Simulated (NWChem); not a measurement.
**C2H3F (SMILES C=CF): levels of theory compared**

Aim: a comparison of 3 runs (B2PLYP/def2-TZVP, CAM-B3LYP/def2-TZVP, wB97X/def2-TZVP) of C2H3F. 

The calculation is run with NWChem 7.3.0.

## (1) Starting point

C2H3F has 6 atoms, charge 0, and is taken as a singlet. As SMILES, `C=CF`. Geometry: relaxed at PBE0-D4/def2-TZVP.

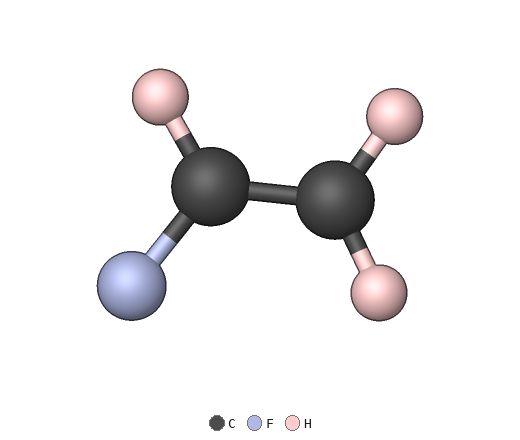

Viewed from a chosen angle; carbon dark grey, fluorine light blue, hydrogen pink.

## (2) A single-point energy at B2PLYP/def2-TZVP (run 1)

c2h3f.nw reads:

```
start c2h3f
title "C2H3F B2PLYP"
memory stack 880 mb heap 220 mb global 1100 mb
charge 0

geometry units angstroms noautosym nocenter noautoz
 C    -0.536200    0.076400   -0.442800
 C     0.490000   -0.016300    0.376600
 F     0.966200   -1.192400    0.795500
 H    -1.043900   -0.803300   -0.816600
 H    -0.880200    1.054100   -0.749700
 H     1.046100    0.817400    0.790700
end

basis spherical bse
 * library def2-TZVP
end

dft
 xc hfexch 0.53 becke88 0.47 lyp 0.73 mp2 0.27
 dftmp2 semidirect
 grid fine
 convergence energy 1e-08
 maxiter 100
 mulliken
end

mp2
 freeze core 3
end

task dft energy
```

The run is started by

```
$ nwchem c2h3f.nw > c2h3f.out
```

Standard output:

```text
[...]
          Wavefunction type:  closed shell.
          No. of atoms     :     6
          No. of electrons :    24
[...]
          Charge           :     0
          Spin multiplicity:     1
[...]
          AO basis - number of functions:   111
[...]
              XC Information
              --------------
                     Hartree-Fock (Exact) Exchange  0.530
                    Becke 1988 Exchange Functional  0.470
              Lee-Yang-Parr Correlation Functional  0.730
[...]
 d= 0,ls=0.0,diis     1   -177.5414254159 -2.45D+02  4.39D-03  4.36D-01     2.1
[...]
 d= 0,ls=0.0,diis     8   -177.5884424853 -7.75D-09  1.51D-06  1.09D-07    14.7
         Total DFT energy =     -177.588442485333
      One electron energy =     -377.617776745113
           Coulomb energy =      154.350653174262
    Exchange-Corr. energy =      -22.114621644210
 Nuclear repulsion energy =       67.793302729728
[...]
      Total Density - Mulliken Population Analysis
     ---------------------------------------------
    Atom       Charge   Shell Charges
 -----------   ------   -------------------------------------------------------
    1 C    6     6.29   0.85  1.12  0.52  0.61  0.11  1.31  1.23  0.47  0.02  0.02  0.01
    2 C    6     5.86   0.86  1.12  0.54  0.55  0.10  1.24  1.08  0.22  0.04  0.10  0.02
    3 F    9     9.23   0.77  1.20  0.61  0.99  0.35  2.27  2.17  0.86  0.00  0.02  0.00
    4 H    1     0.86   0.27  0.48  0.09  0.02
    5 H    1     0.87   0.27  0.48  0.09  0.02
    6 H    1     0.89   0.27  0.48  0.10  0.02
[...]
  Basis functions       =    111
[...]
```

Wall time 19 s (1 thread of Intel Xeon Platinum 8488C (Sapphire Rapids), shared host); peak memory 0.32 GiB.

## (3) Energy and forces at CAM-B3LYP/def2-TZVP (run 2)

calc.nw reads:

```
start calc
memory 2200 mb
charge 0

geometry units angstroms noautosym nocenter noautoz
C     -0.536200     0.076400    -0.442800
C      0.490000    -0.016300     0.376600
F      0.966200    -1.192400     0.795500
H     -1.043900    -0.803300    -0.816600
H     -0.880200     1.054100    -0.749700
H      1.046100     0.817400     0.790700
end

basis "ao basis" spherical bse
* library def2-TZVP
end

dft
xc xcamb88 1.00 lyp 0.81 vwn_5 0.19 hfexch 1.00
cam 0.33 cam_alpha 0.19 cam_beta 0.46
grid fine
convergence energy 1e-08
direct
iterations 100
mulliken
end

task dft gradient
```

The run is started by

```
$ nwchem calc.nw > calc.out
```

Standard output:

```text
[...]
          Wavefunction type:  closed shell.
          No. of atoms     :     6
          No. of electrons :    24
[...]
          Charge           :     0
          Spin multiplicity:     1
[...]
          AO basis - number of functions:   111
[...]
              XC Information
              --------------
                     Hartree-Fock (Exact) Exchange  1.000
                   CAM-Becke88 Exchange Functional  1.000
                      VWN V Correlation Functional  0.190 local
              Lee-Yang-Parr Correlation Functional  0.810
[...]
 d= 0,ls=0.0,diis     1   -177.7770663704 -2.46D+02  5.21D-03  6.56D-01     7.6
[...]
 d= 0,ls=0.0,diis    10   -177.8331106061 -3.48D-09  5.75D-07  2.43D-09    76.4
         Total DFT energy =     -177.833110606127
      One electron energy =     -377.651464780551
           Coulomb energy =      154.368860137363
    Exchange-Corr. energy =      -22.343808692666
 Nuclear repulsion energy =       67.793302729728
[...]
  wavefunction    = closed shell
[...]
                         DFT ENERGY GRADIENTS
    atom               coordinates                        gradient
                 x          y          z           x          y          z
   1 C      -1.013271   0.144375  -0.836771   -0.003044   0.000327  -0.002433
   2 C       0.925966  -0.030803   0.711671    0.004339  -0.004723   0.003593
   3 F       1.825853  -2.253309   1.503277   -0.000930   0.002898  -0.000834
   4 H      -1.972685  -1.518017  -1.543150   -0.000691  -0.000958  -0.000513
   5 H      -1.663337   1.991960  -1.416728   -0.000329   0.001209  -0.000302
   6 H       1.976842   1.544662   1.494206    0.000655   0.001247   0.000488
[...]
```

Run time: 2.2 min. Hardware: 1 thread of Intel Xeon Platinum 8488C (Sapphire Rapids), shared host; peak memory 0.12 GiB.

## (4) Energy and forces at wB97X/def2-TZVP (run 3)

calc.nw reads:

```
start calc
title "C2H3F wB97X"
memory total 2200 mb
charge 0

geometry units angstrom noautosym nocenter noautoz
  C     -0.536200     0.076400    -0.442800
  C      0.490000    -0.016300     0.376600
  F      0.966200    -1.192400     0.795500
  H     -1.043900    -0.803300    -0.816600
  H     -0.880200     1.054100    -0.749700
  H      1.046100     0.817400     0.790700
end

basis spherical bse
  * library def2-TZVP
end

dft
  xc wb97x
  grid fine
  convergence energy 1e-08
  maxiter 100
  mulliken
  noprint "final vectors analysis"
end

task dft gradient
```

The run is started by

```
$ nwchem calc.nw > calc.out
```

Standard output:

```text
[...]
          Wavefunction type:  closed shell.
          No. of atoms     :     6
          No. of electrons :    24
[...]
          Charge           :     0
          Spin multiplicity:     1
[...]
          AO basis - number of functions:   111
[...]
              XC Information
              --------------
                       wb97x  Method XC Functional
                     Hartree-Fock (Exact) Exchange  1.000
                         wb97x Exchange Functional  1.000
                      wb97x Correlation Functional  1.000
[...]
 d= 0,ls=0.0,diis     1   -177.8023226518 -2.46D+02  4.73D-03  5.93D-01     7.9
[...]
 d= 0,ls=0.0,diis    10   -177.8538878371 -5.82D-09  7.48D-07  4.46D-09    78.7
         Total DFT energy =     -177.853887837091
      One electron energy =     -377.650889316883
           Coulomb energy =      154.376374426170
    Exchange-Corr. energy =      -22.372675676105
 Nuclear repulsion energy =       67.793302729728
[...]
  wavefunction    = closed shell
[...]
                         DFT ENERGY GRADIENTS
    atom               coordinates                        gradient
                 x          y          z           x          y          z
   1 C      -1.013271   0.144375  -0.836771   -0.001227   0.000055  -0.000978
   2 C       0.925966  -0.030803   0.711671    0.002943  -0.004218   0.002466
   3 F       1.825853  -2.253309   1.503277   -0.001345   0.003747  -0.001193
   4 H      -1.972685  -1.518017  -1.543150   -0.000306  -0.000131  -0.000235
   5 H      -1.663337   1.991960  -1.416728   -0.000149   0.000320  -0.000128
   6 H       1.976842   1.544662   1.494206    0.000084   0.000228   0.000069
[...]
```

Wall time 2.2 min (1 thread of Intel Xeon Platinum 8488C (Sapphire Rapids), shared host); peak memory 0.12 GiB.

## (5) The series

```
run                level      task  frozen core orbitals  energy (Eh)  dipole moment (D)  HOMO energy (eV)  LUMO energy (eV)  wall time
  1     B2PLYP/def2-TZVP    energy                     3  -177.771844               1.47             -8.78              1.70       19 s
  2  CAM-B3LYP/def2-TZVP  gradient                     –  -177.833111               1.40             -9.15              1.40    2.2 min
  3      wB97X/def2-TZVP  gradient                     –  -177.853888               1.37                 –                 –    2.2 min
```

## (6) What came out

| quantity | value |
| --- | --- |
| run 3: total energy | -177.85389 Eh |
| run 3: dipole moment | 1.37 D |
| run 3: largest force on an atom | 0.293 eV/Å |

**Reading.** The dipole moment (its size) runs from 1.37 D (wB97X/def2-TZVP) to 1.47 D (B2PLYP/def2-TZVP). A double hybrid's value is that of its SCF part. Totals of different functionals can't be ranked against each other. All runs together took 4.7 min, the longest 2.2 min.
